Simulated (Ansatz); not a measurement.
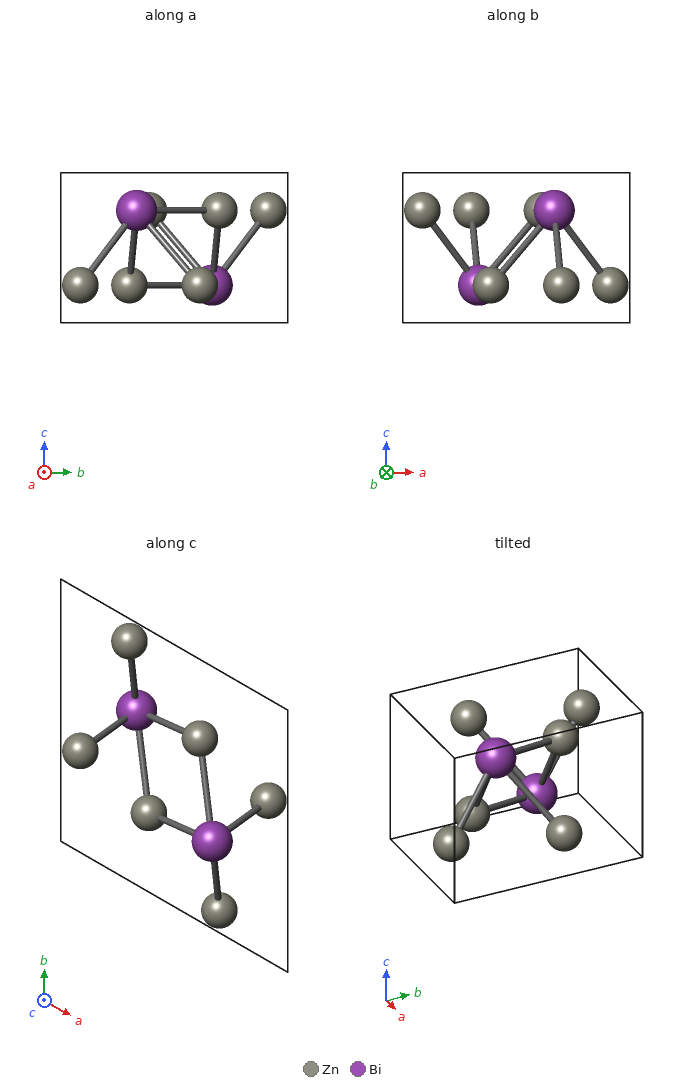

A ball-and-stick rendering, viewed along the a axis, along the b axis, along the c axis and slightly off an axis. The frame is the conventional unit cell; atoms at its boundary are shown with their periodic copies.

Lattice parameters: a = 6.5543 Å, b = 6.5543 Å, c = 3.7415 Å, α = 90.000°, β = 90.000°, γ = 120.000°.

> Put the structure into a CIF with its space group and independent sites, with free fractional coordinates to two decimals.

```cif
data_structure
_symmetry_space_group_name_H-M 'P 63/m'
_symmetry_Int_Tables_number 176
_cell_length_a 6.5543
_cell_length_b 6.5543
_cell_length_c 3.7415
_cell_angle_alpha 90.000
_cell_angle_beta 90.000
_cell_angle_gamma 120.000
_cell_volume 139.19
loop_
_atom_site_label
_atom_site_type_symbol
_atom_site_symmetry_multiplicity
_atom_site_Wyckoff_symbol
_atom_site_fract_x
_atom_site_fract_y
_atom_site_fract_z
_atom_site_occupancy
Zn1 Zn 6 h 0.39 0.30 0.25 1
Bi1 Bi 2 c 0.3333 0.6667 0.25 1
```

Shown is a generated cell, made by putting these elements into a known structure type (the compound may or may not exist in this form), as it stood before any relaxation. It was run through Ansatz as a DFT input.

At this level of theory the cell isn't at rest (compressed, at 36 GPa and forces up to 2.9 eV/Å), so its distances can differ from those at equilibrium, the more so the softer the solid.
